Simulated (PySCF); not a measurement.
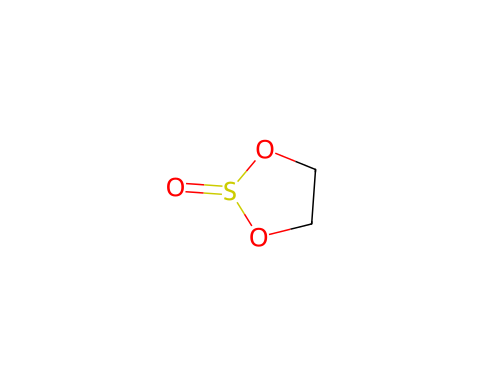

Write the SMILES.

Answer. O=S1OCCO1

Give the formula, hydrogens included.

Answer. C2H4O3S.

More results for the same structure follow; atom numbers are the same in all pictures, views and colours differ. Computed geometry: PBE0-D3(BJ)/def2-SVP optimisation. No frequency run is at hand to confirm it as a minimum.

## Core levels

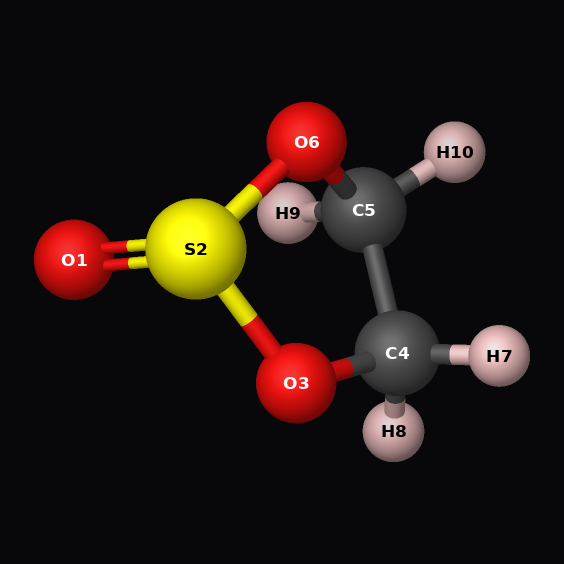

No frequency run is at hand to confirm it as a minimum. Level of theory: delta-SCF UKS SCAN, pcX-2 on the ionised atom, pcseg-1 elsewhere, spin-free X2C (PySCF 2.14.0).

Give the core-electron binding energies (to vacuum; p and d levels without spin–orbit splitting) of O1 1s, S2 1s, S2 2p, O3 1s, C4 1s.

| atom | level | binding energy (eV) |
| --- | --- | --- |
| O1 | 1s | 537.9 |
| S2 | 1s | 2482.5 |
| S2 | 2p | 174.4 |
| O3 | 1s | 539.1 |
| C4 | 1s | 293.1 |

## Dipole moment

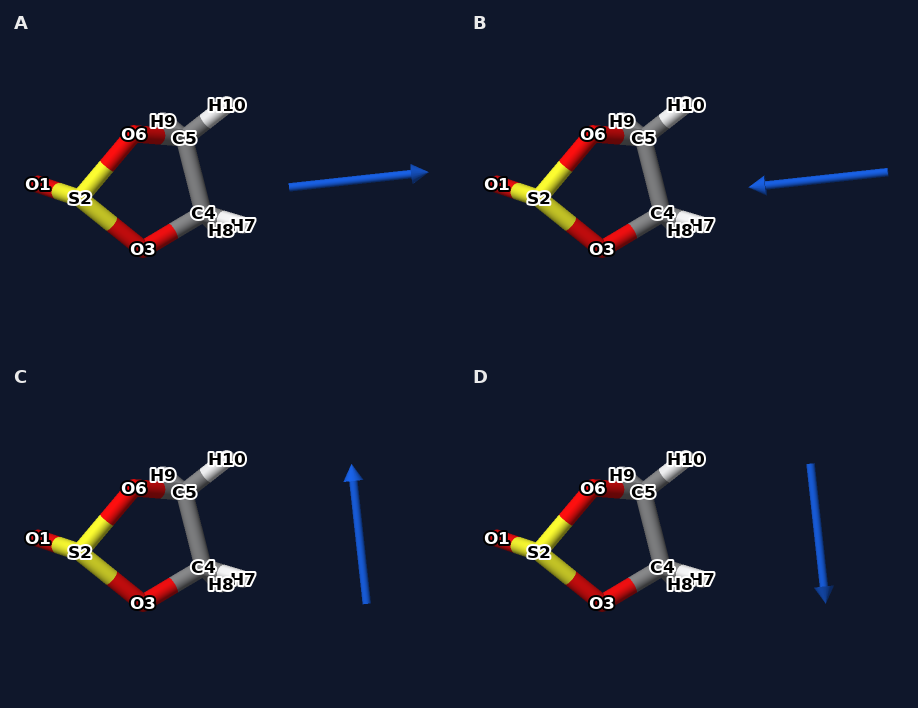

The same molecule four times, each with an arrow. No frequency run is at hand to confirm it as a minimum. Method: ωB97X-D/pcSseg-2, gas phase (PySCF 2.14.0).

Which arrow points along the dipole moment, from the negative to the positive end?

Answer. A. The dipole moment is 3.53 D; it points from the side of O1 to the side of H7, H10 (the outermost atoms at the two ends).

## Ring current

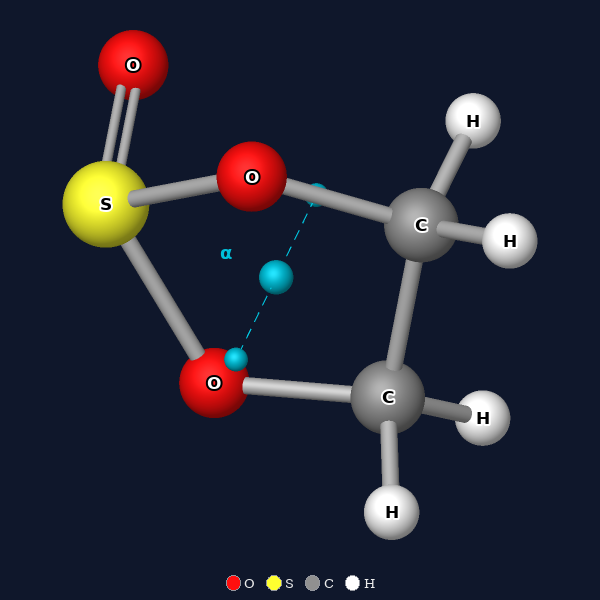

The small points mark where nucleus-independent chemical shifts (NICS) were computed: at the centre of each lettered ring and 1 Å above and below it. No frequency run is at hand to confirm it as a minimum. Level of theory: GIAO ωB97X-D/pcSseg-2 NMR shielding, non-relativistic, gas phase (PySCF 2.14.0).

Give NICS(0), NICS(1) and the out-of-plane component NICS(1)zz for each ring (means of the two sides).

```tsv
ring	members	NICS(0)	NICS(1)	NICS(1)zz
α	C2O2S	−9.8	−3.3	−7.5
```

Values in ppm.

## NMR shielding

The questions are on isotropic NMR shieldings of the H atoms. No frequency run is at hand to confirm it as a minimum. Method: GIAO PBE0/pcSseg-1 NMR shielding, non-relativistic, gas phase (PySCF 2.14.0).

Give the isotropic NMR shieldings of the H atoms atom by atom.

```csv
atom,σ (ppm)
H7,27.39
H8,26.85
H9,26.63
H10,26.93
```
